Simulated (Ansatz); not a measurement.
# Calculations on BH2SF

## 1. Relaxation

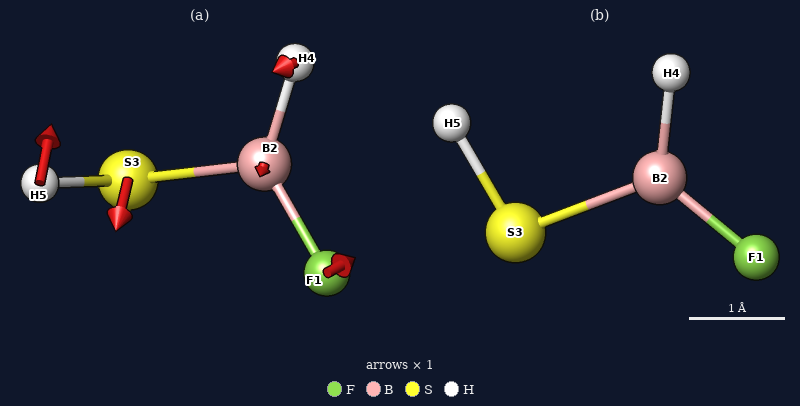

The structure of BH$_{2}$SF before (left) and after (right) a relaxation, at one scale. The red arrows give the displacements, at their true length.

The picture is a ball-and-stick view, seen at a tilt.

The run prepares an end point of a later path (torsion) calculation, from a guessed geometry.

Theory: Ansatz, RKS B3LYP-D4/def2-SVP.

The input:
```yaml
crystal:
  periodic: [false, false, false]
  atoms:
    - { symbol: F, position_ang: [-1.3056, -0.3844, -1.0407] }
    - { symbol: B, position_ang: [-0.3737, -0.4569, -0.0025] }
    - { symbol: S, position_ang: [1.3249, 0.2496, -0.264] }
    - { symbol: H, position_ang: [-0.5769, -0.9738, 1.0119] }
    - { symbol: H, position_ang: [0.9812, 1.4919, 0.2539] }
basis:
  gaussian: { orbitals: def2-SVP }
hamiltonian:
  xc: b3lyp
  dispersion: d4
relax:
  f_tol: 0.015
  max_steps: 40
```

Launched with:
```bash
ansatz run input.yaml --threads 1 --pin off --max-ram 2048MiB --backend cpu --events-out ev --progress --plain --runs-dir out
```

Summarise the run.

The largest move after the best rigid fit is that of H5, 0.77 Å. Largest moves by element: H 0.77 Å, S 0.72 Å, F 0.47 Å, B 0.16 Å. Among the contacts that change: F1–B2 1.397 → 1.325 Å, B2–S3 1.858 → 1.803 Å, B2–H4 1.156 → 1.204 Å, S3–H5 1.389 → 1.351 Å. Among the angles between lasting bonds that change: S3–B2–H4 117.0° → 122.7°, F1–B2–H4 123.9° → 119.3°. Groups turn about B2–S3 by about 90°. Over 10 geometry steps the energy falls by 0.792 eV. The largest force component goes from 3 to 0.013 eV/Å. The run took roughly 18 core-seconds on a shared host.

## 2. Relaxation

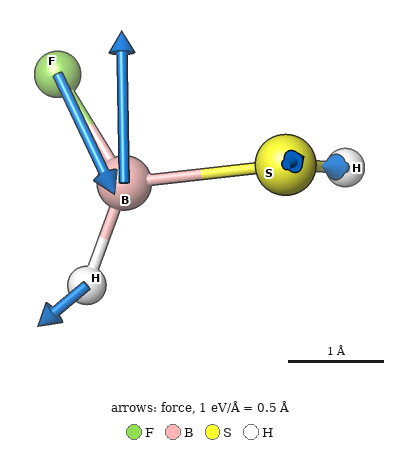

Starting geometry of BH$_{2}$SF with the computed forces as blue arrows. Style: ball-and-stick. Shown face on.

The run prepares an end point of a later path (torsion) calculation, from a guessed geometry.

Computed with RKS B3LYP-D4/def2-SVP (Ansatz).

Input
```yaml
crystal:
  periodic: [false, false, false]
  atoms:
    - { symbol: F, position_ang: [-1.3056, -0.3844, -1.0407] }
    - { symbol: B, position_ang: [-0.3737, -0.4569, -0.0025] }
    - { symbol: S, position_ang: [1.3249, 0.2496, -0.264] }
    - { symbol: H, position_ang: [-0.5769, -0.9738, 1.0119] }
    - { symbol: H, position_ang: [1.8245, -0.92786, -0.8059] }
basis:
  gaussian: { orbitals: def2-SVP }
hamiltonian:
  xc: b3lyp
  dispersion: d4
relax:
  f_tol: 0.015
  max_steps: 40
output:
  orbitals: {}
```

Command:
```bash
ansatz run input.yaml --threads 1 --pin off --max-ram 2048MiB --backend cpu --events-out ev --progress --plain --runs-dir out
```

**What follows when this structure is relaxed?**

It isn't relaxed: the largest force vector, on B2, is 3.29 eV/Å. The final displacements have little in common with the starting forces (cosine between the two patterns 0.14). The largest move after the best rigid fit is that of H5, 0.76 Å. Largest moves by element: H 0.76 Å, S 0.69 Å, F 0.41 Å, B 0.13 Å. Some distances before and after: F1–B2 1.397 → 1.326 Å, B2–S3 1.858 → 1.799 Å, B2–H4 1.156 → 1.204 Å, S3–H5 1.389 → 1.355 Å. Among the angles between lasting bonds that change: F1–B2–H4 123.9° → 119.8°, B2–S3–H5 93.5° → 96.6°, F1–B2–S3 119.0° → 121.3°. Groups turn about B2–S3 by about 90°. After 10 accepted moves (12 points after the start) the energy has fallen by 18.7 kcal/mol. Largest force component: 3.2 eV/Å at the start, 0.0057 eV/Å at the end. The line search rejected the trial steps at points 1, 8 of the run. The run took about 21 core-seconds on a shared host.

## 3. Path

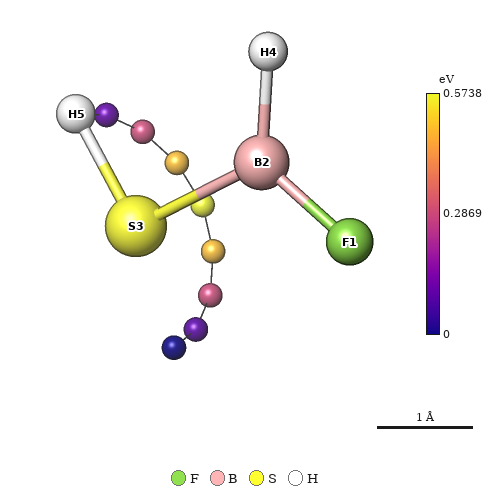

A search for the minimum-energy path of BH$_{2}$SF by the nudged elastic band. Images are numbered from 0 (start) to 8 (end). The start is drawn whole; smaller spheres mark the moving atoms (H) in the later images, joined by lines and coloured by the energy of the image relative to the start. The picture is a ball-and-stick view, seen at a tilt.

Theory: RKS B3LYP-D4/def2-SVP in Ansatz.

The input:
```yaml
crystal:
  periodic: [false, false, false]
  atoms:
    - { symbol: F, position_ang: [-1.13648, -0.89659, -1.070668] }
    - { symbol: B, position_ang: [-0.418507, -0.3387, -0.10745] }
    - { symbol: S, position_ang: [0.975625, 0.700834, -0.585091] }
    - { symbol: H, position_ang: [-0.715334, -0.540552, 1.042096] }
    - { symbol: H, position_ang: [1.344595, 1.001409, 0.679713] }
basis:
  gaussian: { orbitals: def2-SVP }
hamiltonian:
  xc: b3lyp
  dispersion: d4
neb:
  order_check: false
  images: 7
  f_tol: 0.05
  max_iterations: 60
  final_atoms:
    - { symbol: F, position_ang: [-0.74429124, -0.60290639, -1.10835398] }
    - { symbol: B, position_ang: [-0.43062798, -0.34299079, 0.15330553] }
    - { symbol: S, position_ang: [0.96387583, 0.71399678, 0.57149822] }
    - { symbol: H, position_ang: [-1.08613556, -0.81876802, 1.04377896] }
    - { symbol: H, position_ang: [1.34707796, 0.97706943, -0.70162872] }
  initial_path:
    images:
      - { positions_ang: [[-1.13648, -0.89659, -1.070668], [-0.418507, -0.3387, -0.10745], [0.975625, 0.700834, -0.585091], [-0.715334, -0.540552, 1.042096], [1.344595, 1.001409, 0.679713]] }
      - { positions_ang: [[-1.15172247, -0.91238454, -1.08074615], [-0.42617834, -0.33950019, -0.10709773], [0.98035343, 0.70712183, -0.58470874], [-0.69753348, -0.52699009, 1.037753], [1.34497985, 0.99815399, 0.69339962]] }
      - { positions_ang: [[-1.16696493, -0.92817908, -1.09082429], [-0.43384967, -0.34030038, -0.10674547], [0.98508186, 0.71340966, -0.58432649], [-0.67973296, -0.51342818, 1.03341001], [1.34536471, 0.99489898, 0.70708624]] }
      - { positions_ang: [[-1.1822074, -0.94397361, -1.10090244], [-0.44152101, -0.34110057, -0.1063932], [0.9898103, 0.71969749, -0.58394423], [-0.66193245, -0.49986627, 1.02906701], [1.34574956, 0.99164396, 0.72077286]] }
      - { positions_ang: [[-1.19744986, -0.95976815, -1.11098058], [-0.44919235, -0.34190077, -0.10604094], [0.99453873, 0.72598532, -0.58356198], [-0.64413193, -0.48630436, 1.02472401], [1.34613441, 0.98838895, 0.73445948]] }
      - { positions_ang: [[-1.08416021, -0.87055271, -1.11032393], [-0.44455126, -0.34217327, -0.04120432], [0.986873, 0.72298819, -0.29479693], [-0.75463284, -0.56942027, 1.02948775], [1.3463703, 0.98555907, 0.37543743]] }
      - { positions_ang: [[-0.97087055, -0.78133727, -1.10966728], [-0.43991017, -0.34244578, 0.0236323], [0.97920728, 0.71999105, -0.00603188], [-0.86513375, -0.65253619, 1.03425148], [1.34660618, 0.98272919, 0.01641538]] }
      - { positions_ang: [[-0.85758089, -0.69212183, -1.10901063], [-0.43526907, -0.34271828, 0.08846891], [0.97154155, 0.71699391, 0.28273317], [-0.97563466, -0.7356521, 1.03901522], [1.34684207, 0.97989931, -0.34260667]] }
      - { positions_ang: [[-0.74429124, -0.60290639, -1.10835398], [-0.43062798, -0.34299079, 0.15330553], [0.96387583, 0.71399678, 0.57149822], [-1.08613556, -0.81876802, 1.04377896], [1.34707796, 0.97706943, -0.70162872]] }
```

Command:
```bash
ansatz run input.yaml --threads 1 --pin off --max-ram 2048MiB --backend cpu --events-out ev --progress --plain --runs-dir out
```

What moves, how far, and at what cost in energy?

The motion is a rotation about the B2–S3 bond by about 180°. No bond forms or breaks between the ends. Bond angles that change up to the highest image, for instance: B2–S3–H5 95.2° → 90.6°, F1–B2–H4 119.3° → 117.2°. Forward barrier 0.57 eV, backward barrier 0.59 eV, with image 4 at the top; the reaction energy is −0.02 eV. The band is converged. At the top, the vibrational analysis gives one imaginary mode (484i cm⁻¹), as a transition state must have.
